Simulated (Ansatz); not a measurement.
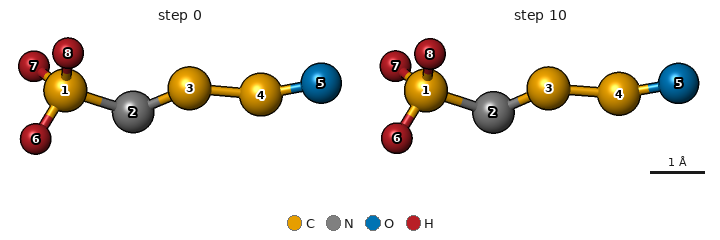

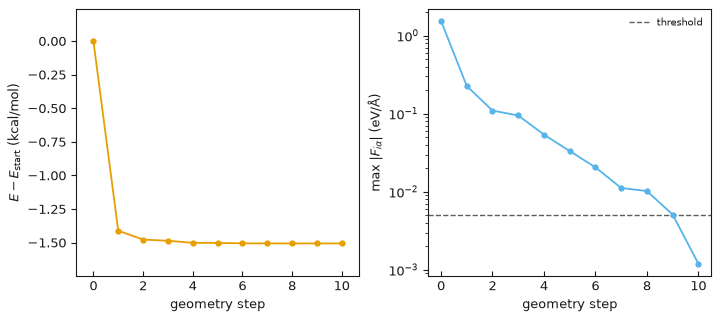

First and last geometry of a relaxation of C3H3NO, with the history of the run. A ball-and-stick model, seen from a free direction.

The start comes from PBE-D4/def2-SVP.

Theory: Ansatz 0.2.0, RKS PBE0-D4/def2-TZVP. Set-up: force threshold 0.005 eV/Å; at most 150 steps.

Q: What do the curves and the structures tell?

A: It converged. The energy falls by 1.51 kcal/mol in 10 geometry steps. The largest force component goes from 1.5 to 0.0012 eV/Å. The atom that moves furthest after the best rigid fit is O5 (0.050 Å). By element the largest moves are O 0.050 Å, H 0.043 Å, C 0.043 Å, N 0.010 Å. Some distances before and after: C4–O5 1.183 → 1.161 Å, C3–C4 1.361 → 1.342 Å, C1–H6 1.112 → 1.094 Å, N2–C3 1.270 → 1.252 Å. Among the angles between lasting bonds that change: C3–C4–O5 155.1° → 157.4°.
